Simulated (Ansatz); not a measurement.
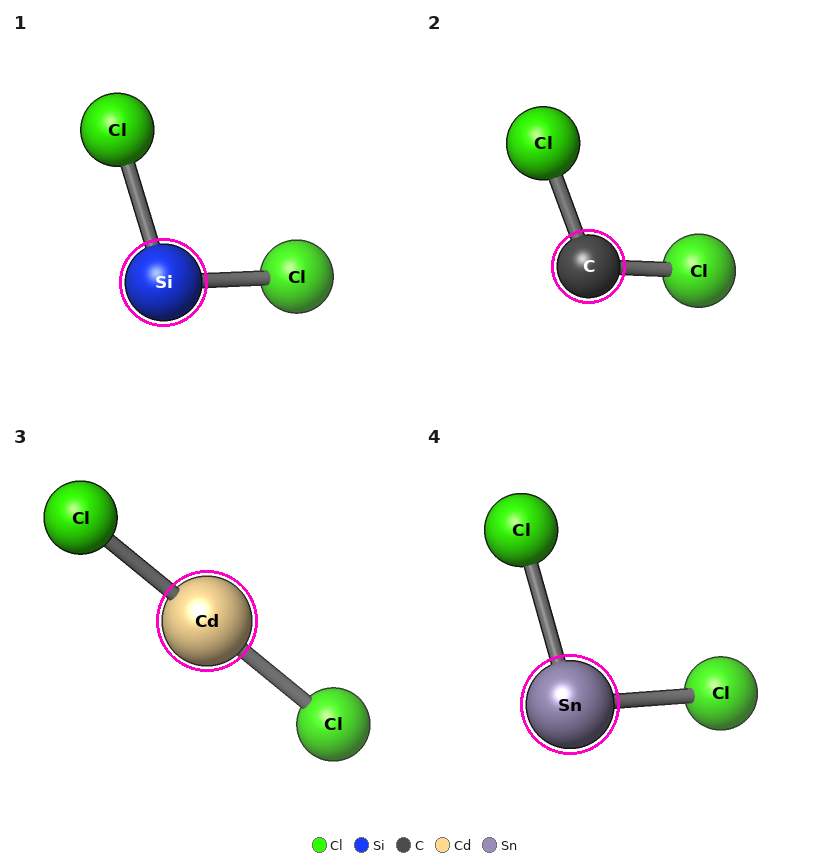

4 molecules with one skeleton, seen from the same side and at one scale; the atom that differs is circled. Each species is neutral and a spin singlet. Computed geometries: PBE0-D4/def2-TZVP optimisations, one conformation each. Properties computed with Ansatz 0.2.0. Elements past Kr carry core potentials.

One atom differs, called X below: Si in panel 1, C in panel 2, Cd in panel 3, Sn in panel 4. Their formulas are SiCl2 (`Cl[Si]Cl`), CCl2 (`Cl[C]Cl`), CdCl2 (`[Cl][Cd][Cl]`), SnCl2 (`[Cl][Sn][Cl]`).

**Rank them by the vertical ionisation energy, lowest first (B3LYP-D4/def2-TZVPP).**

2 (C), 1 (Si), 4 (Sn), 3 (Cd).

**Rank them by the dipole moment, lowest first (B3LYP-D4/def2-TZVPP).**

3 (Cd), 1 (Si), 2 (C), 4 (Sn).

Give the values. With PBE0-D4/def2-TZVP: mean length of X–Cl (Å), angle Cl–X–Cl (°). With PBE0-D4/def2-QZVPP: HOMO energy (Kohn–Sham orbital) (eV), HOMO–LUMO gap (eV). With B3LYP-D4/def2-TZVPP: dipole moment (D), vertical ionisation energy (eV).

```csv
quantity,1 (Si),2 (C),3 (Cd),4 (Sn)
mean length of X–Cl (Å),2.077,1.708,2.264,2.363
angle Cl–X–Cl (°),101.3,109.5,180.0,98.4
HOMO energy (Kohn–Sham orbital) (eV),−7.78,−7.53,−8.93,−8.06
HOMO–LUMO gap (eV),4.88,4.15,6.72,4.92
dipole moment (D),0.95,1.24,0.00,3.28
vertical ionisation energy (eV),9.98,9.91,10.96,10.13
```
